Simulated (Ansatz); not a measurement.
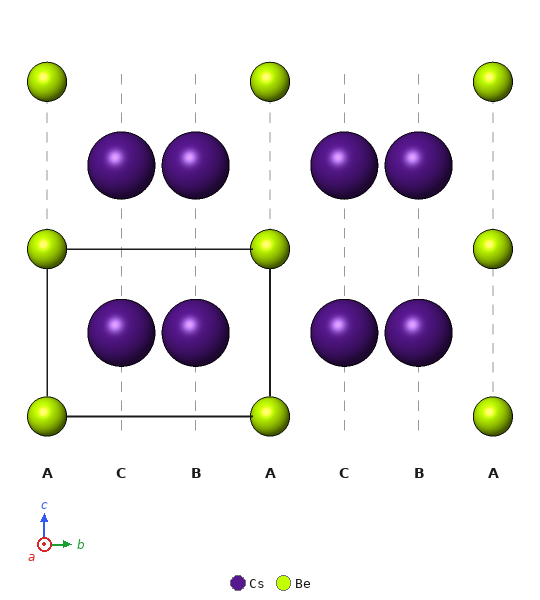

The picture looks along a close-packed row of the hexagonal mesh; c points upwards. The dashed lines mark the three columns A (0, 0), B (1/3, 2/3) and C (2/3, 1/3). The sequence starts with the first layer at or above the cell's origin.

Cs2Be. Coordinates: the geometry relaxed with Ansatz 0.2.0, DFT PBE, scalar-relativistic, plane waves, PAW; the starting structure was generated, so it need not be a known form of this composition.

> List the layers of one repeat.

Be(A) – Cs(B)+Cs(C) (two layers in 4.25 Å).

Heights of the layers:

| layer | atoms (column) | height (Å) | to next (Å) |
| --- | --- | --- | --- |
| 1 | Be(A) | 0.00 | 2.13 |
| 2 | Cs(B)+Cs(C) | 2.13 | 2.13 |
